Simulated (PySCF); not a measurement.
Ionisation energy of neutral praseodymium ([Xe] 4f³ 6s² → [Xe] 4f³ 6s). PySCF, cc-pVDZ-X2C, spin-free X2C-1e, unrestricted single determinants, no spin-orbit coupling. Methods marked “valence” freeze 46 core electrons.

By method:

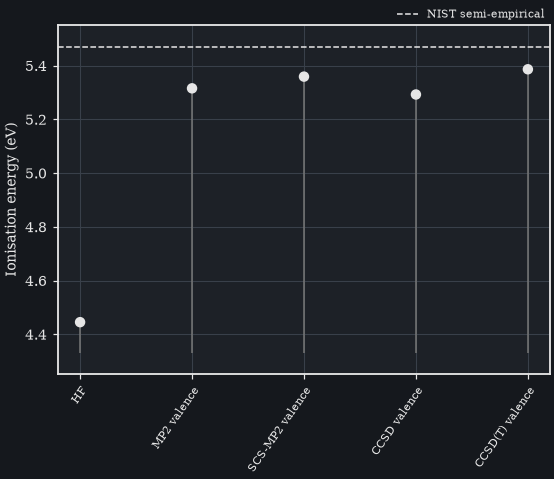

| Method | Ionisation energy (eV) |
| --- | --- |
| HF | 4.446 |
| MP2 valence | 5.316 |
| SCS-MP2 valence | 5.360 |
| CCSD valence | 5.293 |
| CCSD(T) valence | 5.387 |

The values run from 4.446 eV (HF) to 5.387 eV (CCSD(T) valence). The NIST semi-empirical value is 5.470 eV; nearest to it come CCSD(T) valence (−0.083) and SCS-MP2 valence (−0.111), furthest HF (−1.025 eV).

Known limits: determinant is not a pure L term; determinant is not a pure L term.
